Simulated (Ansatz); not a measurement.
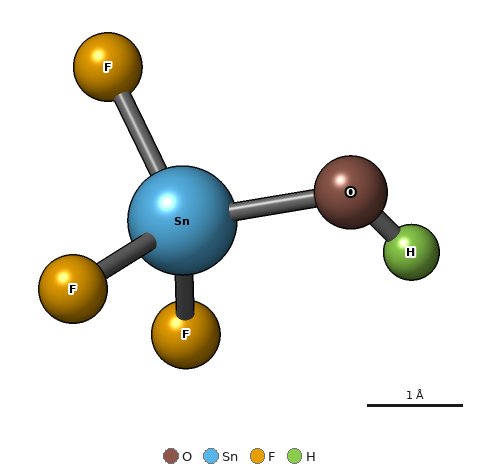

Figure 1. The input geometry (ball-and-stick view, seen at a tilt). Sticks mark near contacts.

# SnHOF₃: molecular dynamics

- system: SnHOF₃, SMILES [OH][Sn]([F])([F])[F]
- method: RKS BLYP-d4/def2-SVP (Ansatz 0.2.0)

The geometry comes from this level: PBE0-D4/def2-TZVP. Figures and captions count atoms from 1; the log counts them from 0 in places.

Log:
```
Functional definition: BLYP
  name "BLYP"
  cite "Becke, Phys. Rev. A 38, 3098 (1988) doi:10.1103/PhysRevA.38.3098"
  cite "Lee, Yang & Parr, Phys. Rev. B 37, 785 (1988) doi:10.1103/PhysRevB.37.785"
  parameter beta = 0.0042
  parameter a = 0.04918
  parameter b = 0.132
  parameter c = 0.2533
  parameter d = 0.349
  exchange = b88_x(beta = beta)
  correlation = lyp_c(a = a, b = b, c = c, d = d)
936 factors; their error is unknown
mean field evaluation 1: about -16024.6405 eV, gradient 8.4e1 eV
mean field evaluation 2: about -15960.3316 eV, gradient 1.9e2 eV
mean field evaluation 4: about -16036.1395 eV, gradient 2.0e1 eV
mean field evaluation 8: about -16036.7817 eV, gradient 6.8e-2 eV
mean field evaluation 16: about -16036.7512 eV, gradient 7.2e-5 eV
mean field -16036.75120254 eV, -589.3397365931 hartree, gradient 7.2e-5 eV, S^2 0.000000; 0 other end points of the search recorded, 0 dependent functions left out
the calculation of the forces begins
reference -16036.75150770 eV, -589.3397478074 hartree; 29, 29 occupied and 58, 58 virtual orbitals, 936 factors
md step     0: t =     0.00 fs  T =   500.0 K  F+E_penalty+E_count = -16036.99208395 eV  E_kin = 0.258520 eV  conserved = -16036.73356395 eV  (26 SCF iters)
these checks for a lower state are left out or cut short: starts, cluster_reference, orbital_swaps, neighbouring_geometries, increment
936 factors; their error is unknown
mean field -16036.75958141 eV, -589.3400445109 hartree, gradient 7.9e-5 eV, S^2 0.000000; 0 other end points of the search recorded, 0 dependent functions left out
[... from here on the field's lines of each further geometry are left out, up to the last ...]
md step     1: t =     0.50 fs  T =   515.9 K  F+E_penalty+E_count = -16037.00031991 eV  E_kin = 0.266743 eV  conserved = -16036.73357737 eV  (26 SCF iters, 3 dispersion substeps)
md step     2: t =     1.00 fs  T =   535.6 K  F+E_penalty+E_count = -16037.01058679 eV  E_kin = 0.276946 eV  conserved = -16036.73364055 eV  (28 SCF iters, 3 dispersion substeps)
md step     3: t =     1.50 fs  T =   557.4 K  F+E_penalty+E_count = -16037.02190812 eV  E_kin = 0.288186 eV  conserved = -16036.73372227 eV  (28 SCF iters, 3 dispersion substeps)
md step     4: t =     2.00 fs  T =   578.7 K  F+E_penalty+E_count = -16037.03301334 eV  E_kin = 0.299230 eV  conserved = -16036.73378378 eV  (28 SCF iters, 3 dispersion substeps)
md step     5: t =     2.50 fs  T =   597.9 K  F+E_penalty+E_count = -16037.04292849 eV  E_kin = 0.309127 eV  conserved = -16036.73380160 eV  (28 SCF iters, 3 dispersion substeps)
md step     6: t =     3.00 fs  T =   614.2 K  F+E_penalty+E_count = -16037.05135242 eV  E_kin = 0.317577 eV  conserved = -16036.73377522 eV  (28 SCF iters, 3 dispersion substeps)
md step     7: t =     3.50 fs  T =   628.5 K  F+E_penalty+E_count = -16037.05867338 eV  E_kin = 0.324950 eV  conserved = -16036.73372333 eV  (29 SCF iters, 3 dispersion substeps)
md step     8: t =     4.00 fs  T =   642.1 K  F+E_penalty+E_count = -16037.06568609 eV  E_kin = 0.332014 eV  conserved = -16036.73367195 eV  (29 SCF iters, 3 dispersion substeps)
md step     9: t =     4.50 fs  T =   656.7 K  F+E_penalty+E_count = -16037.07318640 eV  E_kin = 0.339543 eV  conserved = -16036.73364344 eV  (28 SCF iters, 3 dispersion substeps)
md step    10: t =     5.00 fs  T =   673.0 K  F+E_penalty+E_count = -16037.08161507 eV  E_kin = 0.347965 eV  conserved = -16036.73365008 eV  (27 SCF iters, 3 dispersion substeps)
md step    11: t =     5.50 fs  T =   690.8 K  F+E_penalty+E_count = -16037.09086044 eV  E_kin = 0.357169 eV  conserved = -16036.73369105 eV  (27 SCF iters, 3 dispersion substeps)
md step    12: t =     6.00 fs  T =   708.9 K  F+E_penalty+E_count = -16037.10026836 eV  E_kin = 0.366515 eV  conserved = -16036.73375345 eV  (27 SCF iters, 3 dispersion substeps)
md step    13: t =     6.50 fs  T =   725.4 K  F+E_penalty+E_count = -16037.10885134 eV  E_kin = 0.375037 eV  conserved = -16036.73381460 eV  (27 SCF iters, 3 dispersion substeps)
md step    14: t =     7.00 fs  T =   738.4 K  F+E_penalty+E_count = -16037.11564477 eV  E_kin = 0.381795 eV  conserved = -16036.73384974 eV  (27 SCF iters, 3 dispersion substeps)
md step    15: t =     7.50 fs  T =   747.0 K  F+E_penalty+E_count = -16037.12009451 eV  E_kin = 0.386252 eV  conserved = -16036.73384202 eV  (27 SCF iters, 3 dispersion substeps)
md step    16: t =     8.00 fs  T =   751.4 K  F+E_penalty+E_count = -16037.12231474 eV  E_kin = 0.388522 eV  conserved = -16036.73379256 eV  (27 SCF iters, 3 dispersion substeps)
md step    17: t =     8.50 fs  T =   753.0 K  F+E_penalty+E_count = -16037.12306088 eV  E_kin = 0.389336 eV  conserved = -16036.73372460 eV  (26 SCF iters, 3 dispersion substeps)
md step    18: t =     9.00 fs  T =   753.7 K  F+E_penalty+E_count = -16037.12336870 eV  E_kin = 0.389695 eV  conserved = -16036.73367341 eV  (28 SCF iters, 3 dispersion substeps)
md step    19: t =     9.50 fs  T =   755.0 K  F+E_penalty+E_count = -16037.12401084 eV  E_kin = 0.390343 eV  conserved = -16036.73366746 eV  (27 SCF iters, 3 dispersion substeps)
the calculation of the forces begins
reference -16036.89094255 eV, -589.3448719435 hartree; 29, 29 occupied and 58, 58 virtual orbitals, 936 factors
936 factors; their error is unknown
mean field -16036.89063800 eV, -589.3448607516 hartree, gradient 8.3e-5 eV, S^2 0.000000; 1 other end points of the search recorded, 0 dependent functions left out
the calculation of the forces begins
reference -16036.89094255 eV, -589.3448719435 hartree; 29, 29 occupied and 58, 58 virtual orbitals, 936 factors
md step    20: t =    10.00 fs  T =   756.9 K  F+E_penalty+E_count = -16037.12506858 eV  E_kin = 0.391359 eV  conserved = -16036.73370945 eV  (28 SCF iters, 3 dispersion substeps)
```

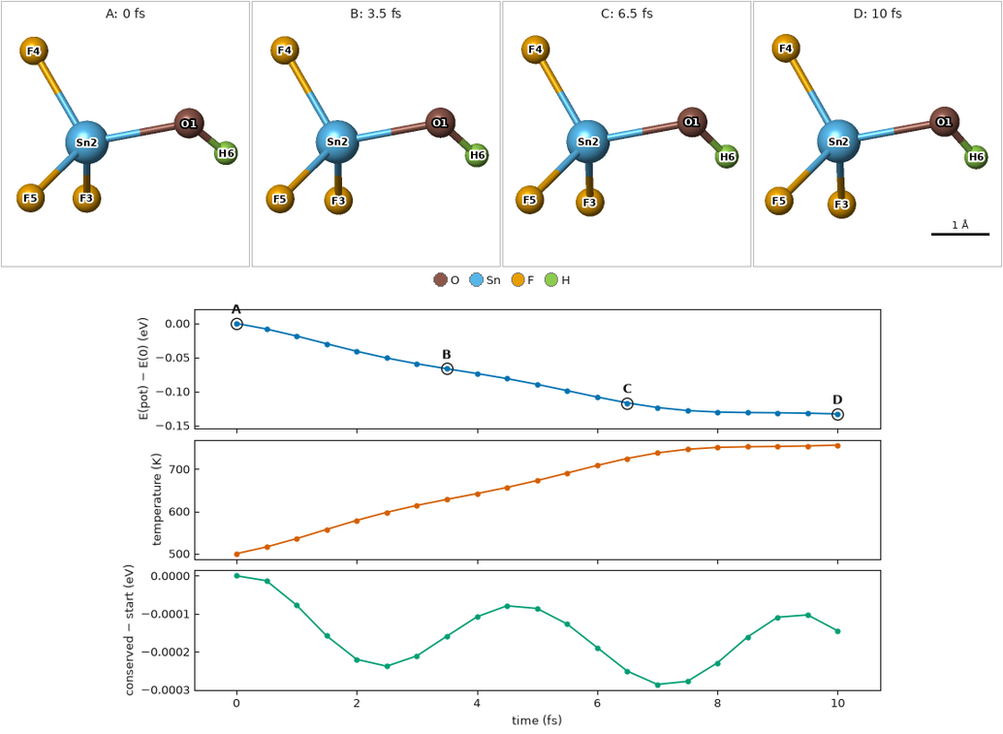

Figure 2. Frames of the molecular dynamics (ball-and-stick, seen at a tilt) above the curves, on which the letters mark them. The trajectory kept here has 21 frames over 10 fs. The temperature starts at 500 K, ranges from 500 to 757 K and averages 732 K over the second half. The potential energy ends 0.133 eV below its first value. The conserved quantity stays within 0.00029 eV. After an unweighted best fit of the last frame on the first, the root-mean-square displacement is 0.08 Å.

```
Total energy: -16037.12537313 eV, -589.3534871086 hartree
Atom 0 at    -0.725176     0.618959     1.286172 Å, force     0.254264    -0.296476     0.458225 eV/Å
Atom 1 at     0.259143    -0.261467    -0.178221 Å, force     0.211385     1.402410    -1.092345 eV/Å
Atom 2 at    -0.682507     0.145264    -1.869705 Å, force     0.282423    -0.231238     0.557410 eV/Å
Atom 3 at     0.435244    -2.112214     0.177101 Å, force     0.085195    -1.209827     0.170951 eV/Å
Atom 4 at     2.084097     0.404792    -0.447893 Å, force    -0.382866    -0.153938     0.103160 eV/Å
Atom 5 at    -1.323838     1.258431     0.872451 Å, force    -0.450401     0.489069    -0.197401 eV/Å
Dipole moment:    -0.334691     0.240173     0.133427 e Å
```

Trajectory as extended XYZ (Å, eV, eV/Å), 21 frames, from step=0 to step=20:
```
6
Properties=species:S:1:pos:R:3:forces:R:3 step=0 time_fs=0.0 energy=-16036.99208 temperature=500.0
O    -0.6566    0.6130    1.2665   -0.1485   0.1518   1.4979
Sn    0.2605   -0.2446   -0.1839   -0.1695   0.1454   0.0521
F    -0.6536    0.0452   -1.8123   -0.7564   0.2373  -1.3569
F     0.4032   -2.0969    0.1132    0.1279  -1.6088   0.2715
F     2.0213    0.3908   -0.3944    1.5310   0.5443  -0.1744
H    -1.3327    1.2285    0.9649   -0.5845   0.5301  -0.2902
6
Properties=species:S:1:pos:R:3:forces:R:3 step=1 time_fs=0.5 energy=-16037.00032 temperature=515.9
O    -0.6591    0.6125    1.2661   -0.1531   0.1493   1.4781
Sn    0.2605   -0.2456   -0.1835   -0.1484   0.2540  -0.0413
F    -0.6546    0.0501   -1.8144   -0.7059   0.2188  -1.2651
F     0.4046   -2.0956    0.1160    0.1317  -1.6626   0.2784
F     2.0234    0.3911   -0.3970    1.4491   0.5147  -0.1645
H    -1.3321    1.2299    0.9603   -0.5735   0.5258  -0.2856
6
Properties=species:S:1:pos:R:3:forces:R:3 step=2 time_fs=1.0 energy=-16037.01059 temperature=535.6
O    -0.6617    0.6120    1.2658   -0.2297   0.2136   1.4234
Sn    0.2604   -0.2466   -0.1831   -0.1267   0.3611  -0.1354
F    -0.6557    0.0550   -1.8166   -0.6535   0.1991  -1.1700
F     0.4060   -2.0944    0.1189    0.1352  -1.7098   0.2842
F     2.0256    0.3915   -0.3996    1.3629   0.4833  -0.1539
H    -1.3329    1.2325    0.9550   -0.4881   0.4526  -0.2485
6
Properties=species:S:1:pos:R:3:forces:R:3 step=3 time_fs=1.5 energy=-16037.02191 temperature=557.4
O    -0.6643    0.6116    1.2658   -0.3632   0.3322   1.3383
Sn    0.2603   -0.2476   -0.1827   -0.1047   0.4661  -0.2291
F    -0.6569    0.0600   -1.8190   -0.5995   0.1784  -1.0721
F     0.4075   -2.0935    0.1219    0.1382  -1.7501   0.2891
F     2.0281    0.3920   -0.4022    1.2727   0.4504  -0.1427
H    -1.3349    1.2362    0.9491   -0.3435   0.3230  -0.1835
6
Properties=species:S:1:pos:R:3:forces:R:3 step=4 time_fs=2.0 energy=-16037.03301 temperature=578.7
O    -0.6670    0.6112    1.2660   -0.5300   0.4843   1.2313
Sn    0.2603   -0.2485   -0.1823   -0.0825   0.5682  -0.3215
F    -0.6581    0.0650   -1.8215   -0.5444   0.1567  -0.9720
F     0.4090   -2.0928    0.1248    0.1409  -1.7830   0.2927
F     2.0307    0.3925   -0.4048    1.1791   0.4162  -0.1309
H    -1.3377    1.2406    0.9428   -0.1631   0.1576  -0.0997
6
Properties=species:S:1:pos:R:3:forces:R:3 step=5 time_fs=2.5 energy=-16037.04293 temperature=597.9
O    -0.6698    0.6108    1.2664   -0.7043   0.6461   1.1126
Sn    0.2602   -0.2495   -0.1820   -0.0603   0.6667  -0.4111
F    -0.6594    0.0700   -1.8242   -0.4884   0.1343  -0.8702
F     0.4105   -2.0924    0.1278    0.1430  -1.8081   0.2952
F     2.0334    0.3931   -0.4075    1.0827   0.3809  -0.1185
H    -1.3409    1.2455    0.9362    0.0273  -0.0199  -0.0080
6
Properties=species:S:1:pos:R:3:forces:R:3 step=6 time_fs=3.0 energy=-16037.05135 temperature=614.2
O    -0.6726    0.6106    1.2670   -0.8623   0.7954   0.9921
Sn    0.2601   -0.2505   -0.1816   -0.0383   0.7610  -0.4969
F    -0.6608    0.0750   -1.8269   -0.4319   0.1111  -0.7673
F     0.4120   -2.0921    0.1309    0.1445  -1.8249   0.2965
F     2.0363    0.3937   -0.4101    0.9839   0.3447  -0.1055
H    -1.3440    1.2503    0.9297    0.2042  -0.1872   0.0811
6
Properties=species:S:1:pos:R:3:forces:R:3 step=7 time_fs=3.5 energy=-16037.05867 temperature=628.5
O    -0.6756    0.6105    1.2677   -0.9859   0.9143   0.8784
Sn    0.2600   -0.2514   -0.1813   -0.0167   0.8505  -0.5778
F    -0.6622    0.0800   -1.8297   -0.3751   0.0873  -0.6637
F     0.4136   -2.0921    0.1339    0.1452  -1.8333   0.2965
F     2.0394    0.3944   -0.4128    0.8832   0.3078  -0.0920
H    -1.3466    1.2546    0.9233    0.3493  -0.3267   0.1587
6
Properties=species:S:1:pos:R:3:forces:R:3 step=8 time_fs=4.0 energy=-16037.06569 temperature=642.1
O    -0.6788    0.6105    1.2685   -1.0626   0.9905   0.7777
Sn    0.2600   -0.2523   -0.1809    0.0044   0.9346  -0.6530
F    -0.6637    0.0850   -1.8327   -0.3184   0.0630  -0.5598
F     0.4152   -2.0924    0.1371    0.1453  -1.8329   0.2951
F     2.0425    0.3951   -0.4155    0.7810   0.2704  -0.0780
H    -1.3484    1.2582    0.9173    0.4502  -0.4256   0.2180
6
Properties=species:S:1:pos:R:3:forces:R:3 step=9 time_fs=4.5 energy=-16037.07319 temperature=656.7
O    -0.6821    0.6107    1.2695   -1.0856   1.0163   0.6947
Sn    0.2599   -0.2532   -0.1806    0.0250   1.0127  -0.7218
F    -0.6652    0.0901   -1.8357   -0.2620   0.0383  -0.4561
F     0.4167   -2.0928    0.1402    0.1445  -1.8237   0.2924
F     2.0457    0.3958   -0.4182    0.6780   0.2327  -0.0635
H    -1.3491    1.2607    0.9118    0.5001  -0.4764   0.2543
6
Properties=species:S:1:pos:R:3:forces:R:3 step=10 time_fs=5.0 energy=-16037.08161 temperature=673.0
O    -0.6855    0.6110    1.2706   -1.0528   0.9886   0.6324
Sn    0.2598   -0.2541   -0.1803    0.0450   1.0843  -0.7839
F    -0.6667    0.0952   -1.8387   -0.2061   0.0134  -0.3531
F     0.4183   -2.0935    0.1434    0.1429  -1.8056   0.2883
F     2.0490    0.3966   -0.4209    0.5746   0.1950  -0.0486
H    -1.3487    1.2621    0.9070    0.4964  -0.4756   0.2649
6
Properties=species:S:1:pos:R:3:forces:R:3 step=11 time_fs=5.5 energy=-16037.09086 temperature=690.8
O    -0.6891    0.6115    1.2717   -0.9656   0.9076   0.5922
Sn    0.2597   -0.2549   -0.1800    0.0645   1.1489  -0.8391
F    -0.6683    0.1002   -1.8418   -0.1510  -0.0117  -0.2511
F     0.4199   -2.0945    0.1466    0.1405  -1.7788   0.2827
F     2.0524    0.3973   -0.4236    0.4712   0.1573  -0.0334
H    -1.3470    1.2624    0.9027    0.4404  -0.4233   0.2487
6
Properties=species:S:1:pos:R:3:forces:R:3 step=12 time_fs=6.0 energy=-16037.10027 temperature=708.9
O    -0.6929    0.6121    1.2730   -0.8291   0.7774   0.5743
Sn    0.2597   -0.2558   -0.1797    0.0833   1.2064  -0.8878
F    -0.6699    0.1053   -1.8450   -0.0969  -0.0370  -0.1507
F     0.4216   -2.0956    0.1499    0.1372  -1.7435   0.2758
F     2.0559    0.3982   -0.4263    0.3684   0.1199  -0.0179
H    -1.3443    1.2616    0.8991    0.3370  -0.3232   0.2062
6
Properties=species:S:1:pos:R:3:forces:R:3 step=13 time_fs=6.5 energy=-16037.10885 temperature=725.4
O    -0.6968    0.6129    1.2743   -0.6525   0.6059   0.5765
Sn    0.2596   -0.2566   -0.1795    0.1016   1.2564  -0.9301
F    -0.6715    0.1103   -1.8481   -0.0439  -0.0622  -0.0521
F     0.4232   -2.0970    0.1532    0.1331  -1.7000   0.2674
F     2.0594    0.3990   -0.4290    0.2667   0.0829  -0.0022
H    -1.3407    1.2601    0.8960    0.1950  -0.1830   0.1404
6
Properties=species:S:1:pos:R:3:forces:R:3 step=14 time_fs=7.0 energy=-16037.11564 temperature=738.4
O    -0.7008    0.6137    1.2757   -0.4494   0.4061   0.5942
Sn    0.2595   -0.2574   -0.1792    0.1193   1.2988  -0.9666
F    -0.6731    0.1154   -1.8513    0.0078  -0.0873   0.0443
F     0.4249   -2.0986    0.1565    0.1282  -1.6488   0.2576
F     2.0629    0.3998   -0.4317    0.1664   0.0465   0.0135
H    -1.3368    1.2581    0.8932    0.0278  -0.0152   0.0570
6
Properties=species:S:1:pos:R:3:forces:R:3 step=15 time_fs=7.5 energy=-16037.12010 temperature=747.0
O    -0.7048    0.6146    1.2772   -0.2381   0.1956   0.6193
Sn    0.2594   -0.2581   -0.1790    0.1364   1.3336  -0.9978
F    -0.6747    0.1204   -1.8544    0.0579  -0.1122   0.1380
F     0.4266   -2.1004    0.1599    0.1225  -1.5903   0.2464
F     2.0665    0.4007   -0.4344    0.0680   0.0107   0.0291
H    -1.3327    1.2561    0.8905   -0.1469   0.1626  -0.0350
6
Properties=species:S:1:pos:R:3:forces:R:3 step=16 time_fs=8.0 energy=-16037.12232 temperature=751.4
O    -0.7089    0.6155    1.2788   -0.0400  -0.0037   0.6407
Sn    0.2594   -0.2588   -0.1788    0.1529   1.3610  -1.0244
F    -0.6763    0.1254   -1.8576    0.1065  -0.1368   0.2288
F     0.4283   -2.1024    0.1633    0.1162  -1.5252   0.2338
F     2.0700    0.4015   -0.4371   -0.0280  -0.0242   0.0446
H    -1.3290    1.2545    0.8877   -0.3076   0.3289  -0.1235
6
Properties=species:S:1:pos:R:3:forces:R:3 step=17 time_fs=8.5 energy=-16037.12306 temperature=753.0
O    -0.7130    0.6164    1.2805    0.1224  -0.1686   0.6454
Sn    0.2593   -0.2595   -0.1786    0.1688   1.3813  -1.0468
F    -0.6779    0.1304   -1.8607    0.1533  -0.1611   0.3163
F     0.4300   -2.1046    0.1667    0.1092  -1.4540   0.2199
F     2.0736    0.4023   -0.4398   -0.1214  -0.0582   0.0598
H    -1.3260    1.2537    0.8847   -0.4324   0.4606  -0.1946
6
Properties=species:S:1:pos:R:3:forces:R:3 step=18 time_fs=9.0 energy=-16037.12337 temperature=753.7
O    -0.7171    0.6173    1.2823    0.2308  -0.2788   0.6212
Sn    0.2592   -0.2602   -0.1785    0.1838   1.3947  -1.0654
F    -0.6795    0.1354   -1.8637    0.1982  -0.1850   0.4004
F     0.4317   -2.1069    0.1701    0.1017  -1.3773   0.2048
F     2.0771    0.4032   -0.4425   -0.2118  -0.0912   0.0746
H    -1.3241    1.2540    0.8812   -0.5029   0.5376  -0.2355
6
Properties=species:S:1:pos:R:3:forces:R:3 step=19 time_fs=9.5 energy=-16037.12401 temperature=755.0
O    -0.7212    0.6182    1.2842    0.2746  -0.3218   0.5595
Sn    0.2592   -0.2609   -0.1783    0.1981   1.4016  -1.0806
F    -0.6810    0.1403   -1.8667    0.2413  -0.2084   0.4808
F     0.4335   -2.1095    0.1736    0.0937  -1.2957   0.1884
F     2.0806    0.4040   -0.4452   -0.2990  -0.1231   0.0891
H    -1.3234    1.2556    0.8771   -0.5087   0.5475  -0.2373
6
Properties=species:S:1:pos:R:3:forces:R:3 step=20 time_fs=10.0 energy=-16037.12507 temperature=756.9
O    -0.7252    0.6190    1.2862    0.2543  -0.2965   0.4582
Sn    0.2591   -0.2615   -0.1782    0.2114   1.4024  -1.0923
F    -0.6825    0.1453   -1.8697    0.2824  -0.2312   0.5574
F     0.4352   -2.1122    0.1771    0.0852  -1.2098   0.1710
F     2.0841    0.4048   -0.4479   -0.3829  -0.1539   0.1032
H    -1.3238    1.2584    0.8725   -0.4504   0.4891  -0.1974
```

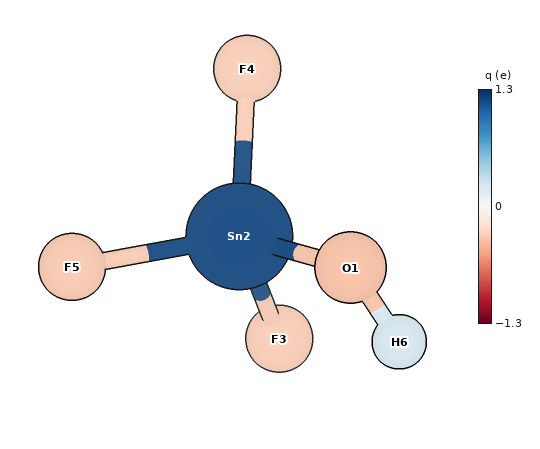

Figure 3. Mulliken charges, as the colour of each atom (ball-and-stick view, seen at a tilt; atoms are numbered from 1 in the order of the input). By element: O −0.36, Sn +1.20, F −0.35 to −0.33 and H +0.20 e.

The run was set up as follows.

The input:
```yaml
crystal:
  periodic: [false, false, false]
  atoms:
    - {symbol: O, position_ang: [-0.656564, 0.613006, 1.266492]}
    - {symbol: Sn, position_ang: [0.260543, -0.244604, -0.183861]}
    - {symbol: F, position_ang: [-0.653649, 0.045188, -1.812337]}
    - {symbol: F, position_ang: [0.403152, -2.096911, 0.113194]}
    - {symbol: F, position_ang: [2.021269, 0.390799, -0.394440]}
    - {symbol: H, position_ang: [-1.332651, 1.228522, 0.964851]}
basis:
  gaussian: {orbitals: def2-SVP}
hamiltonian: {xc: {name: BLYP}, dispersion: d4}
md: {timestep: 0.5 fs, n_steps: 20, ensemble: nve, temperature: 500, initial_velocities: maxwell_boltzmann, seed: 645}
```

Launched with:
```bash
ansatz run in.yaml --threads 4 --pin off --events-out ev --progress --plain --max-ram 10444MiB
```

Summary:

- outcome: finished
- mean temperature over the second half: 732 K
- trajectory: 20 steps, 10 fs
- ensemble: nve
- temperature in the input: 500 K
- time step: 0.5 fs
- potential energy (last step): −16037.1254 eV
- mean-field energy (last step): −16036.8909 eV
- dispersion energy (last step): −0.2344 eV
- SCF solution under orbital rotations (last step): stable
- largest force (length of the vector) (last step): 1.790 eV/Å
- dipole moment (last step): 2.08 D
- hardware: 4 threads of Arm Neoverse V1, 23 GiB of memory available, shared host
- wall time: 14 s (CPU time 50 s)
- peak memory: 0.37 GiB

Notes:

So short a trajectory is not equilibrated.
